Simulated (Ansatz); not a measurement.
**AsC: relaxing a made-up structure**

Starting from a made-up structure for AsC, the aim is the relaxed cell, its shortest contacts and, where a second run follows, its electronic structure.

Program: Ansatz 0.2.0. Level of theory: DFT, PBE, plane-wave PAW, files of the set soft_1, scalar-relativistic, no spin, cell and ions relaxed at zero pressure; PAW set soft_1. Results are calculated unless marked as measured.

## Step 1: Set-up

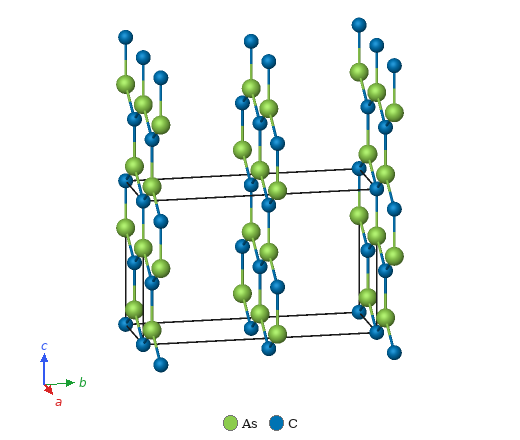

The cell as given, slightly off an axis (arsenic green, carbon blue). 2×1×2 cells are drawn. This picture shows the conventional cell, with its axes. Some periodic images of atoms are drawn too.

## Step 2: Relaxing cell and atoms

The guess takes its coordinates from another compound and its volume from a rule, so the cell and any free coordinates are relaxed together.

input.yaml reads:

```yaml
crystal:
  lattice:
    - [0.0, 4.3125, 2.675]
    - [1.5235, 0.0, 2.675]
    - [1.5235, 4.3125, 0.0]
  atoms:
    - { symbol: As, position: [0.6727, 0.6727, 0.3273] }
    - { symbol: C, position: [0.0011, 0.0011, 0.9989] }
kpoints:
  mp_grid: { grid: [10, 10, 10] }
scf:
  occupations: { method: fermi_dirac, width: 0.05 }
hamiltonian:
  xc: pbe
  pseudopotentials: { kind: paw, azcp: { folder: soft_1 } }
relax:
  f_tol: 0.015
  max_steps: 70
  cell: {}
output:
  forces: true
  stress: true
```

The run is started by

```bash
> ansatz run input.yaml --threads 4 --pin off --max-ram 10240MiB --backend cpu --events-out ev --progress --plain --runs-dir out
```

Numbers of over 12 decimals in the logs are rounded to 6 here.

Log:

```text
Engine: ansatz 0.2.0, x86_64-unknown-linux-gnu
Pseudopotentials: kind: paw
Pseudopotential: As, paw, valence charge 15, recommended cutoff 420 eV (normal), soft_1/As.paw.azcp
Pseudopotential: C, paw, valence charge 4, recommended cutoff 420 eV (normal), soft_1/C.paw.azcp
Functional definition: PBE
  parameter kappa = 0.804
  parameter beta = 0.066725
  exchange = pbe_x(kappa = kappa, mu = beta*pi^2/3)
  correlation = pbe_c(beta = beta)
Crystal: 2 atoms, lattice volume = 35.150 Å³
Basis set: ecut = 420 eV, 687 PW (Γ), exchange–correlation on 72×48×64 points (8 copies of the dense FFT grid, shifted against one another)
Bands: 14, of which v1, the nominal top of the filled ones, is band 10 counted from 1 (9 counted from 0)
Symmetry: 4 space group operations
Space group: Fmm2 (ITA 42), of the structure as read, at distance tolerance 3.3e-5 Å
k-points: 171 of 1000 (time reversal used)
Non-local potential: As, projectors of the file, l = 0: 2, l = 1: 2, l = 2: 3, l = 3: 1
Non-local potential: C, projectors of the file, l = 0: 2, l = 1: 2, l = 2: 1
PAW form: soft (Blöchl's): semilocal exchange-correlation on the pseudo side does not see the compensation charge
PAW one-centre angular grid: As, 590 points (default); XC on 64 Gauss nodes
PAW one-centre angular grid: C, 110 points (default); XC on 64 Gauss nodes
Initial density: superposition of atomic densities (chi_scale 0.1, normalization cell, long waves kept (reshape's long-wave potential 0.00 eV rms))
Initial wavefunctions: pseudopotential atomic-orbital guess
Functional: x = pbe(κ = 0.804, μ = 0.219515), c = pbe(β = 0.066725)
SCF iter   1: F=—  HF=-5104.461040 eV  |F-HF|=—  |Δ(HF+E_count)|=         —  Δρ=9.33e-2  dr2=3.77e0  ethr=3.10e-3  ⟨swp⟩=5.4  Hψ=13955  notcnv=0
preconditioner: auto → LDOS  [metal: Δε(μ)=0.023 eV  Ē_g=14.490 eV  σ=0.050 eV  W_gap=0.11  n_scr=4 (ndim 8)  ℏωp=18.8 eV  f_vac=0.173  D(μ)=0.98/eV (n_scr^D=2)  β→1.0]
SCF iter   2: F=—  HF=-5103.380244 eV  |F-HF|=—  |Δ(HF+E_count)|=    1.08e0  Δρ=1.82e-2  dr2=9.00e-2  ethr=3.10e-3  ⟨swp⟩=3.0  Hψ=5925  notcnv=0
SCF iter   3: F=—  HF=-5103.380581 eV  |F-HF|=—  |Δ(HF+E_count)|=   3.37e-4  Δρ=4.60e-3  dr2=7.33e-3  ethr=4.74e-4  ⟨swp⟩=2.6  Hψ=5372  notcnv=0
SCF iter   4: F=—  HF=-5103.374475 eV  |F-HF|=—  |Δ(HF+E_count)|=   6.11e-3  Δρ=1.83e-3  dr2=1.22e-3  ethr=3.86e-5  ⟨swp⟩=2.1  Hψ=4818  notcnv=0
SCF iter   5: F=—  HF=-5103.373177 eV  |F-HF|=—  |Δ(HF+E_count)|=   1.30e-3  Δρ=3.91e-4  dr2=4.42e-5  ethr=6.40e-6  ⟨swp⟩=2.0  Hψ=4751  notcnv=0
SCF iter   6: F=—  HF=-5103.373185 eV  |F-HF|=—  |Δ(HF+E_count)|=   8.67e-6  Δρ=7.78e-5  dr2=1.37e-6  ethr=2.33e-7  ⟨swp⟩=2.1  Hψ=3228  notcnv=0
SCF iter   7: F=-5103.373188 eV  HF=-5103.373188 eV  |F-HF|=1.50e-7  |Δ(HF+E_count)|=   2.60e-6  Δρ=1.92e-5  dr2=9.50e-8  ethr=5.26e-10  ⟨swp⟩=5.0  Hψ=8707  notcnv=0
SCF 1 converged in 7 iterations: F = -5103.373188 eV  dr2 = 9.50e-8
  greatest PAW one-centre occupation: 0.999 electrons in one spin orbital (limit 2), on the As atom at site 0 (counted from 0), in its partial waves of l = 2
relax step   1: F+E_penalty+E_count = -5103.37318819 eV  Δ(F+E_penalty+E_count) = +0.000e0 eV  max|allowed force component| = 5.969e-1 eV/Å  Δτ_max = 0.0000 Å  P = +20.654 GPa  Ω = 35.150 Å³  (7 SCF iters, dr2 threshold 1.00e-7 eV, accepted)
Crystal: 2 atoms, lattice volume = 36.865 Å³
Basis set: ecut = 420 eV, 715 PW (Γ), exchange–correlation on 72×48×64 points (8 copies of the dense FFT grid, shifted against one another)
Initial density: handed on by an earlier stage of this run
Initial wavefunctions: those handed on with the density
iter 1 solved again at ethr=4.75e-4 eV; its pass at ethr=3.10e-3 eV (dr2=9.03e-2 eV) is discarded
SCF iter   1: F=—  HF=-5103.678134 eV  |F-HF|=—  |Δ(HF+E_count)|=         —  Δρ=1.35e-2  dr2=9.19e-2  ethr=4.75e-4  ⟨swp⟩=1.0  Hψ=17699  notcnv=0
preconditioner: auto → LDOS  [metal: Δε(μ)=0.023 eV  Ē_g=13.321 eV  σ=0.050 eV  W_gap=0.12  n_scr=12 (ndim 8)  ℏωp=18.3 eV  f_vac=0.226  D(μ)=0.85/eV (n_scr^D=2)  β→1.0]
SCF iter   2: F=—  HF=-5103.650713 eV  |F-HF|=—  |Δ(HF+E_count)|=   2.74e-2  Δρ=2.48e-3  dr2=1.22e-3  ethr=4.75e-4  ⟨swp⟩=2.9  Hψ=4264  notcnv=0
SCF iter   3: F=—  HF=-5103.651285 eV  |F-HF|=—  |Δ(HF+E_count)|=   5.72e-4  Δρ=6.19e-4  dr2=1.79e-4  ethr=6.40e-6  ⟨swp⟩=2.0  Hψ=4841  notcnv=0
SCF iter   4: F=—  HF=-5103.651077 eV  |F-HF|=—  |Δ(HF+E_count)|=   2.08e-4  Δρ=3.09e-4  dr2=3.71e-5  ethr=9.43e-7  ⟨swp⟩=2.0  Hψ=4032  notcnv=0
SCF iter   5: F=—  HF=-5103.651061 eV  |F-HF|=—  |Δ(HF+E_count)|=   1.60e-5  Δρ=5.45e-5  dr2=8.59e-7  ethr=1.95e-7  ⟨swp⟩=2.0  Hψ=4032  notcnv=0
SCF iter   6: F=-5103.651062 eV  HF=-5103.651062 eV  |F-HF|=3.81e-8  |Δ(HF+E_count)|=   1.45e-6  Δρ=1.25e-5  dr2=5.13e-8  ethr=1.05e-9  ⟨swp⟩=5.0  Hψ=9623  notcnv=0
SCF 2 converged in 6 iterations: F = -5103.651062 eV  dr2 = 5.13e-8
relax step   2: F+E_penalty+E_count = -5103.65106243 eV  Δ(F+E_penalty+E_count) = -2.779e-1 eV  max|allowed force component| = 1.881e-1 eV/Å  Δτ_max = 0.0010 Å  P = +9.291 GPa  Ω = 36.865 Å³  energy of the carried Pulay correction = -1.345e-3 eV  (6 SCF iters, dr2 threshold 2.00e-7 eV, accepted)
Crystal: 2 atoms, lattice volume = 37.890 Å³
Basis set: ecut = 420 eV, 759 PW (Γ), exchange–correlation on 72×48×64 points (8 copies of the dense FFT grid, shifted against one another)
iter 1 solved again at ethr=2.24e-4 eV; its pass at ethr=3.10e-3 eV (dr2=4.26e-2 eV) is discarded
SCF iter   1: F=—  HF=-5103.769251 eV  |F-HF|=—  |Δ(HF+E_count)|=         —  Δρ=9.34e-3  dr2=4.34e-2  ethr=2.24e-4  ⟨swp⟩=2.0  Hψ=20206  notcnv=0
preconditioner: auto → LDOS  [metal: Δε(μ)=0.039 eV  Ē_g=12.846 eV  σ=0.050 eV  W_gap=0.19  n_scr=12 (ndim 8)  ℏωp=18.1 eV  f_vac=0.204  D(μ)=1.11/eV (n_scr^D=4)  β→1.0]
SCF iter   2: F=—  HF=-5103.757954 eV  |F-HF|=—  |Δ(HF+E_count)|=   1.13e-2  Δρ=2.50e-3  dr2=1.70e-3  ethr=2.24e-4  ⟨swp⟩=3.0  Hψ=4348  notcnv=0
SCF iter   3: F=—  HF=-5103.758174 eV  |F-HF|=—  |Δ(HF+E_count)|=   2.20e-4  Δρ=8.31e-4  dr2=2.92e-4  ethr=8.94e-6  ⟨swp⟩=2.0  Hψ=4748  notcnv=0
SCF iter   4: F=—  HF=-5103.757979 eV  |F-HF|=—  |Δ(HF+E_count)|=   1.95e-4  Δρ=2.89e-4  dr2=3.77e-5  ethr=1.54e-6  ⟨swp⟩=2.0  Hψ=4025  notcnv=0
SCF iter   5: F=—  HF=-5103.757966 eV  |F-HF|=—  |Δ(HF+E_count)|=   1.37e-5  Δρ=5.63e-5  dr2=1.19e-6  ethr=1.98e-7  ⟨swp⟩=2.0  Hψ=4027  notcnv=0
SCF iter   6: F=-5103.757966 eV  HF=-5103.757966 eV  |F-HF|=1.16e-8  |Δ(HF+E_count)|=   8.36e-9  Δρ=1.58e-5  dr2=8.11e-8  ethr=1.05e-9  ⟨swp⟩=5.8  Hψ=10072  notcnv=0
SCF 3 converged in 6 iterations: F = -5103.757966 eV  dr2 = 8.11e-8
relax step   3: F+E_penalty+E_count = -5103.75796572 eV  Δ(F+E_penalty+E_count) = -1.069e-1 eV  max|allowed force component| = 6.009e-3 eV/Å  Δτ_max = 0.0020 Å  P = +3.298 GPa  Ω = 37.890 Å³  energy of the carried Pulay correction = -2.118e-3 eV  (6 SCF iters, dr2 threshold 2.00e-7 eV, accepted)
[... from here on, the SCF cycles and remarks between the steps are left out ...]
relax step   4: F+E_penalty+E_count = -5103.80633691 eV  Δ(F+E_penalty+E_count) = -4.837e-2 eV  max|allowed force component| = 2.654e-1 eV/Å  Δτ_max = 0.0190 Å  P = +1.362 GPa  Ω = 37.790 Å³  energy of the carried Pulay correction = -2.043e-3 eV  (7 SCF iters, dr2 threshold 2.00e-7 eV, accepted)
relax step   5: F+E_penalty+E_count = -5103.82436589 eV  Δ(F+E_penalty+E_count) = -1.803e-2 eV  max|allowed force component| = 2.203e-1 eV/Å  Δτ_max = 0.0022 Å  P = -0.445 GPa  Ω = 36.807 Å³  energy of the carried Pulay correction = -1.300e-3 eV  (6 SCF iters, dr2 threshold 2.00e-7 eV, accepted)
relax step   6: F+E_penalty+E_count = -5103.83148272 eV  Δ(F+E_penalty+E_count) = -7.117e-3 eV  max|allowed force component| = 1.424e-1 eV/Å  Δτ_max = 0.0005 Å  P = -1.096 GPa  Ω = 35.272 Å³  energy of the carried Pulay correction = -9.747e-5 eV  (5 SCF iters, dr2 threshold 2.00e-7 eV, accepted)
relax step   7: F+E_penalty+E_count = -5103.83399901 eV  Δ(F+E_penalty+E_count) = -2.516e-3 eV  max|allowed force component| = 5.070e-2 eV/Å  Δτ_max = 0.0020 Å  P = -0.284 GPa  Ω = 34.585 Å³  energy of the carried Pulay correction = +4.578e-4 eV  (6 SCF iters, dr2 threshold 2.00e-7 eV, accepted)
relax step   8: F+E_penalty+E_count = -5103.83409967 eV  Δ(F+E_penalty+E_count) = -1.007e-4 eV  max|allowed force component| = 1.671e-2 eV/Å  Δτ_max = 0.0012 Å  P = +0.029 GPa  Ω = 34.723 Å³  energy of the carried Pulay correction = +3.450e-4 eV  (4 SCF iters, dr2 threshold 2.00e-7 eV, accepted)
relax step   9: F+E_penalty+E_count = -5103.83416566 eV  Δ(F+E_penalty+E_count) = -6.598e-5 eV  max|allowed force component| = 8.447e-4 eV/Å  Δτ_max = 0.0007 Å  P = +0.001 GPa  Ω = 34.688 Å³  energy of the carried Pulay correction = +3.739e-4 eV  (4 SCF iters, dr2 threshold 4.58e-8 eV, accepted)
relax step  10: F+E_penalty+E_count = -5103.84414122 eV  Δ(F+E_penalty+E_count) = -9.976e-3 eV  max|allowed force component| = 7.502e-3 eV/Å  Δτ_max = 0.0000 Å  P = +0.314 GPa  Ω = 34.688 Å³  stress off target by 8.93e-1 GPa  SCF on the basis re-selected at this cell (its energy is not comparable with the rows above)  (7 SCF iters)
relax step  11: F+E_penalty+E_count = -5103.84498241 eV  Δ(F+E_penalty+E_count) = -8.412e-4 eV  max|allowed force component| = 2.754e-3 eV/Å  Δτ_max = 0.0013 Å  P = +0.037 GPa  Ω = 34.775 Å³  energy of the carried Pulay correction = -3.285e-5 eV  (5 SCF iters, dr2 threshold 2.00e-7 eV, accepted)
relax step  12: F+E_penalty+E_count = -5103.84504935 eV  Δ(F+E_penalty+E_count) = -6.694e-5 eV  max|allowed force component| = 6.536e-4 eV/Å  Δτ_max = 0.0010 Å  P = -0.006 GPa  Ω = 34.845 Å³  energy of the carried Pulay correction = -6.967e-5 eV  (5 SCF iters, dr2 threshold 1.16e-7 eV, accepted)
iter 1 solved again at ethr=7.95e-8 eV; its pass at ethr=3.10e-3 eV (dr2=1.51e-5 eV) is discarded
SCF iter   1: F=—  HF=-5103.845136 eV  |F-HF|=—  |Δ(HF+E_count)|=         —  Δρ=2.49e-5  dr2=3.34e-8  ethr=7.95e-8  ⟨swp⟩=2.9  Hψ=19922  notcnv=0
SCF iter   2: F=—  HF=-5103.845137 eV  |F-HF|=—  |Δ(HF+E_count)|=   1.09e-6  Δρ=3.25e-6  dr2=3.20e-9  ethr=1.76e-10  ⟨swp⟩=2.2  Hψ=3390  notcnv=0
SCF iter   3: F=—  HF=-5103.845137 eV  |F-HF|=—  |Δ(HF+E_count)|=  9.46e-11  Δρ=1.39e-6  dr2=9.00e-10  ethr=1.68e-11  ⟨swp⟩=2.7  Hψ=4124  notcnv=0
SCF iter   4: F=—  HF=-5103.845137 eV  |F-HF|=—  |Δ(HF+E_count)|=  3.27e-10  Δρ=5.48e-7  dr2=9.44e-11  ethr=4.74e-12  ⟨swp⟩=2.6  Hψ=3409  notcnv=0
SCF iter   5: F=-5103.845137 eV  HF=-5103.845137 eV  |F-HF|=7.28e-12  |Δ(HF+E_count)|=  1.26e-10  Δρ=1.89e-7  dr2=1.06e-11  ethr=1.00e-12  ⟨swp⟩=5.6  Hψ=9820  notcnv=0
SCF 13 converged in 5 iterations: F = -5103.845137 eV  dr2 = 1.06e-11
relax step  13: F+E_penalty+E_count = -5103.84513737 eV  Δ(F+E_penalty+E_count) = -8.802e-5 eV  max|allowed force component| = 8.318e-4 eV/Å  Δτ_max = 0.0000 Å  P = -0.003 GPa  Ω = 34.845 Å³  stress off target by 3.82e-2 GPa  SCF on the basis re-selected at this cell (its energy is not comparable with the rows above)  (5 SCF iters)
basis re-selected at this cell: Δ(F+E_penalty+E_count) = -8.802e-5 eV, ΔP = +0.004 GPa vs the last step (what re-selecting the basis moved, of the pressure what is left beyond the Pulay correction that the steps carried, after the strain that the cell walked since its last selection, with what the two solves' SCF thresholds leave and, on support functions, any second-order correction that the steps lacked; it is no m [...]
SCF converged after 5 iterations
Free energy (F): -5103.845137 eV
Harris-Foulkes:  -5103.845137 eV  (|F-HF|=7.28e-12)
Internal energy: -5103.835350 eV  (E = F + TS)
E sigma→0 (E₀):  -5103.840244 eV
Entropy (-TS):   -0.009787 eV (-4.894 meV/atom)
Fermi energy:    7.610233 eV
--- Per-component energies (eV) ---
  E_band       = -288.144920
  E_kinetic    = 178.514778
  E_local      = -2371.626388  (includes V_loc(G=0)·N_el)
  E_nonlocal   = -367.102831
  E_hartree    = 1261.298225
  E_xc         = -115.309743
  E_vxc        = -128.922609  (∫ρ·V_xc dr)
  E_paw        = -2114.198220  (= ΣΔE_a)
  E_vpaw       = -121.604251  (= ΣTr[D̂ρ^β])
  E_aug_tail   = 0.000010  (compensation charges beyond the density's cutoff)
  E_ewald      = -1575.411182
  E_smearing   = -0.009787  (= −TS)
  E_closure    = 0.000000  (closes the sum)
  Σ components = -5103.845137   (vs F -5103.845137, Δ=0.00e0)
--- Forces (eV/Å), atoms counted from 1 ---
  atom   1  As    -0.00000000    -0.00000000    -0.00083225
  atom   2  C      0.00000000    -0.00000000     0.00083144
  max |Σ_I F_I| component: 8.13e-7 eV/Å
--- Stress (GPa, compression-positive) ---
       -0.038214      -0.000000      -0.000000
       -0.000000       0.011059      -0.000000
       -0.000000      -0.000000       0.018768
  P = ⅓ Tr σ = -0.0028 GPa (-0.028 kbar)
--- Relaxed structure (11 steps of the walk, 11 accepted, 2 SCFs on fresh bases) ---
  F+E_penalty+E_count = -5103.84513737 eV   max|allowed force component| = 8.318e-4 eV/Å   (the final SCF, on the basis selected at the relaxed cell)
  cell:  # Å, volume = 34.8450 Å³
    - [0, 3.588421, 3.112924]
    - [1.559693, -6.225174049020864e-19, 3.112924]
    - [1.559693, 3.588421, -1.0035911434169633e-18]
  atoms:
    - { symbol: As, position: [0.675594, 0.675594, 0.324406] }
    - { symbol: C, position: [-0.00179359, -0.00179359, 1.001794] }
```

Run time: 21 s. Hardware: 4 threads of AMD EPYC 7B13 (Zen 3), shared host; peak memory 0.51 GiB; 79 s of CPU time.

Step by step:

```
step  energy less that of the first step (eV)  largest force component (eV/Å)  pressure (GPa)  volume (Å³)
   1                                   0.0000                          0.5969           20.65        35.15
   2                                  -0.2779                          0.1881            9.29        36.86
   3                                  -0.3848                          0.0060            3.30        37.89
   4                                  -0.4331                          0.2654            1.36        37.79
   5                                  -0.4512                          0.2203           -0.45        36.81
   6                                  -0.4583                          0.1424           -1.10        35.27
   7                                  -0.4608                          0.0507           -0.28        34.58
   8                                  -0.4609                          0.0167            0.03        34.72
   9                                  -0.4610                          0.0008            0.00        34.69
 10*                                  -0.4710                          0.0075            0.31        34.69
  11                                  -0.4718                          0.0028            0.04        34.77
  12                                  -0.4719                          0.0007           -0.01        34.85
 13*                                  -0.4719                          0.0008            0.00        34.85
```

Relaxation steps marked * repeat the geometry before them on a plane-wave basis chosen anew for their cell, so energy and pressure can jump there.

The run keeps the 4 symmetry operations that it works with, so distortions that break them were not tested.

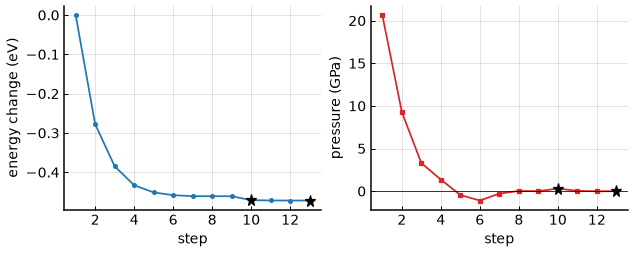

Energy and pressure along the relaxation. Stars mark steps on a basis chosen anew.

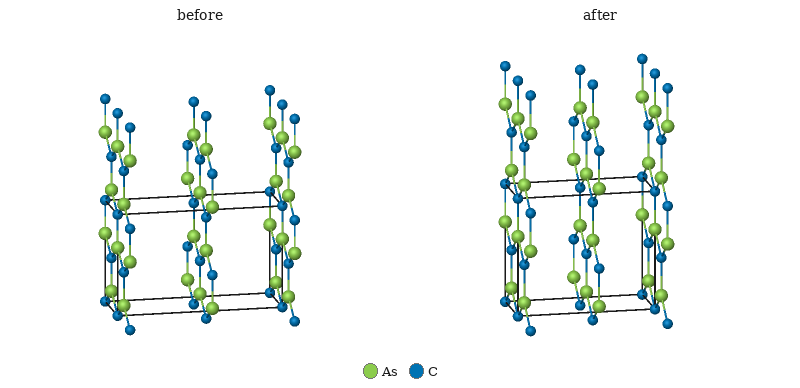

Before and after, at one scale.

```
     cell as run  before  after   change
           a (Å)   5.075  4.750   -6.4 %
           b (Å)   3.078  3.482  +13.1 %
           c (Å)   4.574  3.913  -14.5 %
           α (°)   80.51  79.71   -1.0 %
           β (°)   36.75  46.15  +25.6 %
           γ (°)   62.74  54.14  -13.7 %
volume (Å³/atom)   17.58  17.42   -0.9 %
```

The atoms that moved most (Å, as changes of fractional coordinates times the final cell):

```
atom     dx     dy      dz  length
 As1  0.000  0.000   0.018   0.018
  C2  0.000  0.000  -0.018   0.018
```

Final coordinates:

```cif
data_structure
_symmetry_space_group_name_H-M 'P 1'
_symmetry_Int_Tables_number 1
_cell_length_a 4.7505
_cell_length_b 3.4818
_cell_length_c 3.9127
_cell_angle_alpha 79.714
_cell_angle_beta 46.150
_cell_angle_gamma 54.136
_cell_volume 34.85
loop_
_atom_site_label
_atom_site_type_symbol
_atom_site_fract_x
_atom_site_fract_y
_atom_site_fract_z
_atom_site_occupancy
As1 As 0.67559 0.67559 0.32441 1
C2 C 0.99821 0.99821 0.00179 1
```

This step gave:

```yaml
free_energy: -5103.8451 eV
energy_at_zero_smearing: -5103.8402 eV
smearing_term_ts: 0.009787 eV
fermi_energy: 7.610 eV
electrons: 19
symmetry_operations: 4
pressure: -0.002796 GPa
```

Shortest distances by pair of elements, guess and relaxed (not always the same contact):

```
 pair  guess (Å)  relaxed (Å)
 As–C      1.757        1.911
As–As      3.047        3.119
  C–C      3.047        3.119
```

The relaxation ends with a largest force component of 8.3e-4 eV/Å and a pressure of 0.00 GPa.

## Step 3: Summary of results

```yaml
space_group_relaxed: Fmm2
conventional_cell: a = 3.119, b = 7.177, c = 6.226 Å; α = 90.0°, β = 90.0°, γ = 90.0°
volume_per_atom: 17.42 Å³ (guess 17.58)
```

In words: AsC relaxes to Fmm2 with a = 3.119, b = 7.177 and c = 6.226 Å. The guessed volume was near the relaxed one. The space group Fmm2 was held in the relaxation, so the end point is a stationary structure within it and may be a saddle against distortions or other arrangements. Mesh and cutoff weren't tested. A vector of the cell changed its length by 14 %, more than the volume shows. No dispersion term is used, so weakly bound directions may come out too long. Nothing here tests whether the compound is stable against decomposition.

[Logs are printed without paths, hosts, clocks, repeated set-up lines and the standing remarks that a program may print on its own settings, such as how far it seeks lower states.]

[Hosts, paths, dates, database ids (printed as entryN), source tags and the programs' standing remarks are cut or masked in the printed files.]
